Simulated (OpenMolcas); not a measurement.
## AlNH3 (SMILES [NH2][AlH]): the dipole moment, rung by rung

AlNH3 has 5 atoms, charge 0, and is taken as a doublet. SMILES: `[NH2][AlH]`. The coordinates come from a PBE0-D4/def2-TZVP relaxation. This is one conformer, not always the lowest.

| atom | x (Å) | y (Å) | z (Å) |
| --- | --- | --- | --- |
| N | -0.1166 | -0.6608 | 0.1751 |
| Al | 0.8366 | 0.8339 | 0.1208 |
| H | 0.1485 | -1.5053 | 0.6555 |
| H | -1.0103 | -0.7828 | -0.2774 |
| H | 0.1918 | 2.0414 | -0.7154 |

Quantity: the dipole moment, in D. The values are calculated.

```
           level             kind     program  value (D)  CPU time
     UHF/cc-pVTZ     Hartree–Fock  OpenMolcas       1.12      24 s
  USVWN5/cc-pVTZ              LDA  OpenMolcas       1.33      58 s
U-revPBE/cc-pVTZ              GGA  OpenMolcas       1.34      94 s
    UPBE/cc-pVTZ              GGA  OpenMolcas       1.33      85 s
U-r2SCAN/cc-pVTZ         meta-GGA  OpenMolcas       1.32   2.4 min
  UBHLYP/cc-pVTZ    global hybrid  OpenMolcas       1.14      88 s
 UM06-2X/cc-pVTZ  hybrid meta-GGA  OpenMolcas       1.09   2.1 min
   UPBE0/cc-pVTZ    global hybrid  OpenMolcas       1.24      98 s
```

The values span 1.09 to 1.34 D. Times are those of the runs behind each value, whatever else they computed, on shared processors of several kinds: orders of magnitude only.

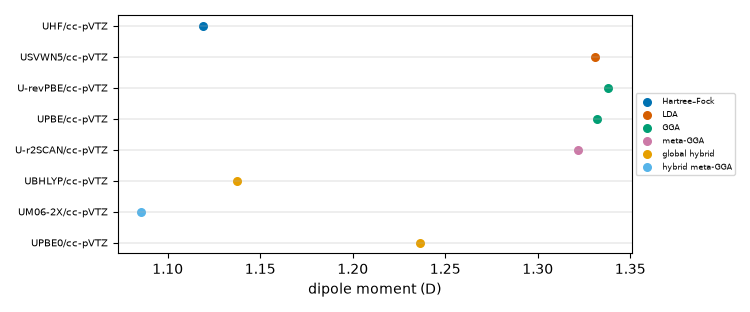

The values of the table, level by level.
